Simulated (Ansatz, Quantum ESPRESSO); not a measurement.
# TlSi3 (Pm-3m): zone-centre phonons

Which modes does TlSi3 (Pm-3m) have at the zone centre?

Program: Quantum ESPRESSO 7.5. Level of theory: DFT LDA, scalar-relativistic, plane waves, PseudoDojo norm-conserving pseudopotentials. Results are calculated unless marked as measured.

The structure was built from a prototype and need not be the compound's stable phase.

### Step 1. The starting structure

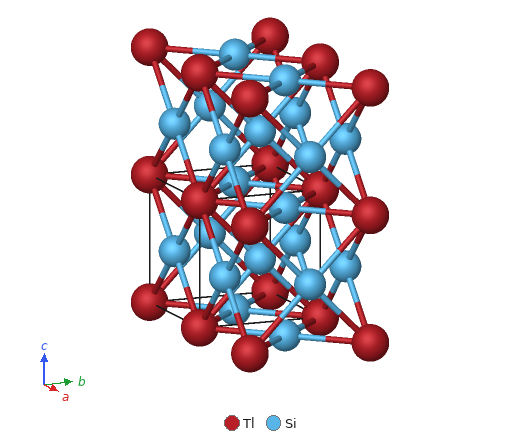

The starting structure, seen slightly off an axis (thallium red, silicon blue). 2×1×2 cells are drawn. Some periodic images of atoms are drawn too.

### Step 2. A first look

A cheap run with smearing and empty bands tells whether the crystal has a gap, which decides between fixed occupations and smearing later on.

Input file probe.in:

```
 &control
    calculation='scf',
    prefix='x',
    outdir='./tmp',
    pseudo_dir='./pseudo',
    tprnfor=.true.,
    tstress=.true.,
    verbosity='high',
 /
 &system
    ibrav=1,
    celldm(1)=7.82648068,
    nat=4,
    ntyp=2,
    ecutwfc=62.0,
    occupations='smearing',
    smearing='gaussian',
    degauss=0.01,
 /
 &electrons
    conv_thr=1.0d-07,
    mixing_beta=0.7,
    electron_maxstep=100,
 /
ATOMIC_SPECIES
 Tl    204.3800  Tl.upf
 Si     28.0850  Si.upf
ATOMIC_POSITIONS crystal
 Tl     0.000000000   0.000000000   0.000000000
 Si     0.000000000   0.500000000   0.500000000
 Si     0.500000000   0.000000000   0.500000000
 Si     0.500000000   0.500000000   0.000000000
K_POINTS automatic
 4 4 4 0 0 0
```

Command:

```console
$ OMP_NUM_THREADS=1 mpirun -n 4 pw.x -nk 4 -in probe.in > probe.out
```

The program printed:

```text
[banners, grids, parts of the stress and lines that vanish by symmetry left out]
Program PWSCF v.7.5
     bravais-lattice index     =            1
     lattice parameter (alat)  =       7.8265  a.u.
[...]
kinetic-energy cutoff     =      62.0000  Ry
     charge density cutoff     =     248.0000  Ry
     scf convergence threshold =      1.0E-07
[...]
Exchange-correlation= SLA  PW   NOGX NOGC
                           (   1   4   0   0   0   0   0)
[...]
48 Sym. Ops., with inversion, found
[...]
(     0          1          0      )
                  (     0          0          1      )
[...]
(  0.0000000  1.0000000  0.0000000 )
                  (  0.0000000  0.0000000  1.0000000 )
[...]
(     0         -1          0      )
                  (     0          0          1      )
[...]
(     1          0          0      )
[...]
( -1.0000000  0.0000000  0.0000000 )
                  (  0.0000000  1.0000000  0.0000000 )
[...]
number of k points=    10  Gaussian smearing, width (Ry)=  0.0100
[...]
End of self-consistent calculation
[...]
the Fermi energy is    10.8955 ev
!    total energy              =    -146.72551310 Ry
[...]
convergence has been achieved in   6 iterations
[...]
atom    1 type  1   force =     0.00000000    0.00000000    0.00000000
     atom    2 type  2   force =     0.00000000    0.00000000    0.00000000
     atom    3 type  2   force =     0.00000000    0.00000000    0.00000000
     atom    4 type  2   force =     0.00000000    0.00000000    0.00000000
[...]
Total force =     0.000000     Total SCF correction =     0.000000
[...]
total   stress  (Ry/bohr**3)                   (kbar)     P=       22.08
[...]
XML data file, charge density, pseudopotentials, collected wavefunctions

   JOB DONE.
```

Elapsed: 3.9 s, on 4 MPI ranks of Intel Xeon 6975P-C (Granite Rapids), shared host.

Read from the output:

```
volume per atom   : 17.76 Å³
pressure          : 2.208 GPa
gap on the k-mesh : 0 eV
```

No gap opens on this mesh, so smearing is kept; the start stands at 2.2 GPa.

### Step 3. Relaxation

The relaxation runs at a cutoff a fifth above that of the response, since stress converges more slowly with the basis than frequencies do. Forces and stress are brought to rest with tight thresholds.

Input file relax.in:

```
 &control
    calculation='vc-relax',
    prefix='x',
    outdir='./tmp',
    pseudo_dir='./pseudo',
    tprnfor=.true.,
    tstress=.true.,
    forc_conv_thr=2.0d-05,
    etot_conv_thr=1.0d-07,
    nstep=40,
 /
 &system
    ibrav=1,
    celldm(1)=7.82648068,
    nat=4,
    ntyp=2,
    ecutwfc=74,
    occupations='smearing',
    smearing='mv',
    degauss=0.02,
 /
 &electrons
    conv_thr=1.0d-11,
    mixing_beta=0.7,
    electron_maxstep=100,
 /
 &ions
 /
 &cell
    press_conv_thr=0.2,
 /
ATOMIC_SPECIES
 Tl    204.3800  Tl.upf
 Si     28.0850  Si.upf
ATOMIC_POSITIONS crystal
 Tl     0.000000000   0.000000000   0.000000000
 Si     0.000000000   0.500000000   0.500000000
 Si     0.500000000   0.000000000   0.500000000
 Si     0.500000000   0.500000000   0.000000000
K_POINTS automatic
 8 8 8 0 0 0
```

Command:

```console
$ OMP_NUM_THREADS=1 mpirun -n 4 pw.x -nk 4 -in relax.in > relax.out
```

The program printed:

```text
[banners, grids, parts of the stress and lines that vanish by symmetry left out]
[banner, memory and clock lines left out]
Program PWSCF v.7.5

[...]
kinetic-energy cutoff     =      74.0000  Ry
     charge density cutoff     =     296.0000  Ry
     scf convergence threshold =      1.0E-11
[...]
energy convergence thresh.=      1.0E-07
     force convergence thresh. =      2.0E-05
     press convergence thresh. =      2.0E-01
     Exchange-correlation= SLA  PW   NOGX NOGC
                           (   1   4   0   0   0   0   0)
[...]
48 Sym. Ops., with inversion, found
[...]
number of k points=    35  Marzari-Vanderbilt smearing, width (Ry)=  0.0200
[...]
End of self-consistent calculation
[...]
the Fermi energy is    10.7639 ev
!    total energy              =    -146.71881418 Ry
[...]
convergence has been achieved in   9 iterations
[...]
atom    1 type  1   force =     0.00000000    0.00000000    0.00000000
     atom    2 type  2   force =     0.00000000    0.00000000    0.00000000
     atom    3 type  2   force =     0.00000000    0.00000000    0.00000000
     atom    4 type  2   force =     0.00000000    0.00000000    0.00000000
     Total force =     0.000000     Total SCF correction =     0.000000
[...]
total   stress  (Ry/bohr**3)                   (kbar)     P=       19.26
[...]
number of bfgs steps    =   0
[...]
CELL_PARAMETERS (alat=  7.82648068)
[...]
ATOMIC_POSITIONS (crystal)
Tl               0.0000000000        0.0000000000        0.0000000000
Si               0.0000000000        0.5000000000        0.5000000000
Si               0.5000000000        0.0000000000        0.5000000000
Si               0.5000000000        0.5000000000        0.0000000000
[...]
New effective cutoffs (rho, wfc):  293.90   73.52
[...]
End of self-consistent calculation
[...]
the Fermi energy is    10.6163 ev
!    total energy              =    -146.71930340 Ry
[...]
convergence has been achieved in   6 iterations
[...]
atom    1 type  1   force =     0.00000000    0.00000000    0.00000000
     atom    2 type  2   force =     0.00000000    0.00000000    0.00000000
     atom    3 type  2   force =     0.00000000    0.00000000    0.00000000
     atom    4 type  2   force =     0.00000000    0.00000000    0.00000000
     Total force =     0.000000     Total SCF correction =     0.000000
[...]
total   stress  (Ry/bohr**3)                   (kbar)     P=       11.28
[...]
number of bfgs steps    =   1
[...]
CELL_PARAMETERS (alat=  7.82648068)
[...]
ATOMIC_POSITIONS (crystal)
[...]
New effective cutoffs (rho, wfc):  291.80   72.99
[...]
End of self-consistent calculation
[...]
the Fermi energy is    10.4561 ev
!    total energy              =    -146.71955522 Ry
[...]
convergence has been achieved in   7 iterations
[...]
atom    1 type  1   force =     0.00000000    0.00000000    0.00000000
     atom    2 type  2   force =     0.00000000    0.00000000    0.00000000
     atom    3 type  2   force =     0.00000000    0.00000000    0.00000000
     atom    4 type  2   force =     0.00000000    0.00000000    0.00000000
     Total force =     0.000000     Total SCF correction =     0.000000
[...]
total   stress  (Ry/bohr**3)                   (kbar)     P=        2.96
[...]
number of bfgs steps    =   2
[...]
CELL_PARAMETERS (alat=  7.82648068)
[...]
ATOMIC_POSITIONS (crystal)
[...]
New effective cutoffs (rho, wfc):  291.05   72.80
[...]
End of self-consistent calculation
[...]
the Fermi energy is    10.3990 ev
!    total energy              =    -146.71957476 Ry
[...]
convergence has been achieved in   7 iterations
[...]
atom    1 type  1   force =     0.00000000    0.00000000    0.00000000
     atom    2 type  2   force =     0.00000000    0.00000000    0.00000000
     atom    3 type  2   force =     0.00000000    0.00000000    0.00000000
     atom    4 type  2   force =     0.00000000    0.00000000    0.00000000
     Total force =     0.000000     Total SCF correction =     0.000000
[...]
total   stress  (Ry/bohr**3)                   (kbar)     P=        0.08
[...]
number of bfgs steps    =   3
[...]
CELL_PARAMETERS (alat=  7.82648068)
[...]
ATOMIC_POSITIONS (crystal)
[...]
New effective cutoffs (rho, wfc):  291.03   72.80
[...]
End of self-consistent calculation
[...]
the Fermi energy is    10.3974 ev
!    total energy              =    -146.71957478 Ry
[...]
convergence has been achieved in   6 iterations
[...]
atom    1 type  1   force =     0.00000000    0.00000000    0.00000000
     atom    2 type  2   force =     0.00000000    0.00000000    0.00000000
     atom    3 type  2   force =     0.00000000    0.00000000    0.00000000
     atom    4 type  2   force =     0.00000000    0.00000000    0.00000000
     Total force =     0.000000     Total SCF correction =     0.000000
[...]
total   stress  (Ry/bohr**3)                   (kbar)     P=        0.00
[...]
bfgs converged in   5 scf cycles and   4 bfgs steps
[...]
End of BFGS Geometry Optimization
     Final enthalpy           =    -146.7195747762 Ry
     File ./tmp/x.bfgs deleted, as requested
[...]
CELL_PARAMETERS (alat=  7.82648068)
[...]
ATOMIC_POSITIONS (crystal)
[...]
Si               0.5000000000        0.0000000000        0.5000000000
Si               0.5000000000        0.5000000000        0.0000000000
[...]
Final scf calculation at the relaxed structure.
[...]
kinetic-energy cutoff     =      74.0000  Ry
     charge density cutoff     =     296.0000  Ry
     scf convergence threshold =      1.0E-13
[...]
press convergence thresh. =      2.0E-01
     Exchange-correlation= SLA  PW   NOGX NOGC
                           (   1   4   0   0   0   0   0)
[...]
48 Sym. Ops., with inversion, found
[...]
number of k points=    35  Marzari-Vanderbilt smearing, width (Ry)=  0.0200
[...]
c_bands:  1 eigenvalues not converged
     c_bands:  1 eigenvalues not converged
[...]
End of self-consistent calculation
[...]
the Fermi energy is    10.3973 ev
!    total energy              =    -146.71957624 Ry
[...]
convergence has been achieved in  10 iterations
[...]
atom    1 type  1   force =     0.00000000    0.00000000    0.00000000
     atom    2 type  2   force =     0.00000000    0.00000000    0.00000000
     atom    3 type  2   force =     0.00000000    0.00000000    0.00000000
     atom    4 type  2   force =     0.00000000    0.00000000    0.00000000
     Total force =     0.000000     Total SCF correction =     0.000000
[...]
total   stress  (Ry/bohr**3)                   (kbar)     P=       -0.00
[...]
XML data file, charge density, pseudopotentials, collected wavefunctions
```

Run time: 84 s. Hardware: 4 MPI ranks.

The steps of the relaxation:

| step | energy less that of the first step (eV) | largest force (eV/Å) | pressure (GPa) | volume (Å³) |
| --- | --- | --- | --- | --- |
| 1 | 0.0000 | 0.0000 | 1.93 | 71.04 |
| 2 | -0.0067 | 0.0000 | 1.13 | 71.74 |
| 3 | -0.0101 | 0.0000 | 0.30 | 72.52 |
| 4 | -0.0103 | 0.0000 | 0.01 | 72.80 |
| 5 | -0.0103 | 0.0000 | 0.00 | 72.80 |
| 6 | -0.0104 | 0.0000 | 0.00 | 72.80 |

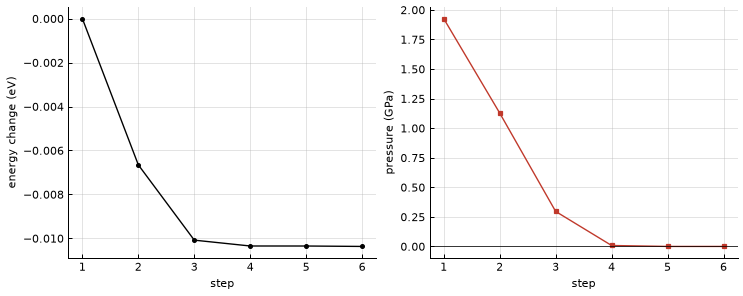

Energy and pressure along the relaxation.

| conventional cell, symmetrised | before | after | change |
| --- | --- | --- | --- |
| a (Å) | 4.142 | 4.176 | +0.8 % |
| b (Å) | 4.142 | 4.176 | +0.8 % |
| c (Å) | 4.142 | 4.176 | +0.8 % |
| volume (Å³/atom) | 17.76 | 18.20 | +2.5 % |

The relaxed structure:

```cif
data_structure
_symmetry_space_group_name_H-M 'P 1'
_symmetry_Int_Tables_number 1
_cell_length_a 4.1756
_cell_length_b 4.1756
_cell_length_c 4.1756
_cell_angle_alpha 90.000
_cell_angle_beta 90.000
_cell_angle_gamma 90.000
_cell_volume 72.80
loop_
_atom_site_label
_atom_site_type_symbol
_atom_site_fract_x
_atom_site_fract_y
_atom_site_fract_z
_atom_site_occupancy
Tl1 Tl 0.00000 0.00000 0.00000 1
Si2 Si 0.00000 0.50000 0.50000 1
Si3 Si 0.50000 0.00000 0.50000 1
Si4 Si 0.50000 0.50000 0.00000 1
```

The last row of the table of steps is pw.x's closing run on a basis chosen anew for the final cell, so its energy can jump.

Numbers from this step:

```yaml
volume_per_atom: 18.20 Å³
pressure: 0 GPa
```

The volume changes by +2.5 % from the cell with which this run began.

### Step 4. Ground state

Perturbation theory inherits every error of the wavefunctions, so the threshold is set near the limit of the arithmetic. Smearing stays on, as the first look found no gap above 0.3 eV.

Input file scf.in:

```
 &control
    calculation='scf',
    prefix='x',
    outdir='./tmp',
    pseudo_dir='./pseudo',
    tprnfor=.true.,
    tstress=.true.,
 /
 &system
    ibrav=1,
    celldm(1)=7.89072829,
    nat=4,
    ntyp=2,
    ecutwfc=62.0,
    occupations='smearing',
    smearing='mv',
    degauss=0.02,
 /
 &electrons
    conv_thr=1.0d-12,
    mixing_beta=0.7,
    electron_maxstep=100,
 /
ATOMIC_SPECIES
 Tl    204.3800  Tl.upf
 Si     28.0850  Si.upf
ATOMIC_POSITIONS crystal
 Tl     0.000000000   0.000000000   0.000000000
 Si     0.000000000   0.500000000   0.500000000
 Si     0.500000000   0.000000000   0.500000000
 Si     0.500000000   0.500000000   0.000000000
K_POINTS automatic
 8 8 8 0 0 0
```

Command:

```console
$ OMP_NUM_THREADS=1 mpirun -n 4 pw.x -nk 4 -in scf.in > scf.out
```

The program printed:

```text
[banners, grids, parts of the stress and lines that vanish by symmetry left out]
[banner, memory and clock lines left out]
Program PWSCF v.7.5

[...]
kinetic-energy cutoff     =      62.0000  Ry
     charge density cutoff     =     248.0000  Ry
     scf convergence threshold =      1.0E-12
[...]
Exchange-correlation= SLA  PW   NOGX NOGC
                           (   1   4   0   0   0   0   0)
[...]
48 Sym. Ops., with inversion, found
[...]
number of k points=    35  Marzari-Vanderbilt smearing, width (Ry)=  0.0200
[...]
End of self-consistent calculation
[...]
the Fermi energy is    10.3974 ev
!    total energy              =    -146.71953562 Ry
[...]
convergence has been achieved in  11 iterations
[...]
atom    1 type  1   force =     0.00000000    0.00000000    0.00000000
     atom    2 type  2   force =     0.00000000    0.00000000    0.00000000
     atom    3 type  2   force =     0.00000000    0.00000000    0.00000000
     atom    4 type  2   force =     0.00000000    0.00000000    0.00000000
     Total force =     0.000000     Total SCF correction =     0.000000
[...]
total   stress  (Ry/bohr**3)                   (kbar)     P=       -0.10
[...]
XML data file, charge density, pseudopotentials, collected wavefunctions
```

It took 13 s on 4 MPI ranks.

Read from the output:

| Quantity | Value |
| --- | --- |
| pressure | -0.01 GPa |

The cell stands at -0.01 GPa, close enough for phonons.

[end of part 1 of 3]

[Host names and launcher messages were left out of these logs when they were recorded.]

[Logs are printed without paths, hosts, clocks, repeated set-up lines and the standing remarks that a program may print on its own settings, such as how far it seeks lower states.]

[Hosts, paths, dates, database ids (printed as entryN), source tags and the programs' standing remarks are cut or masked in the printed files.]
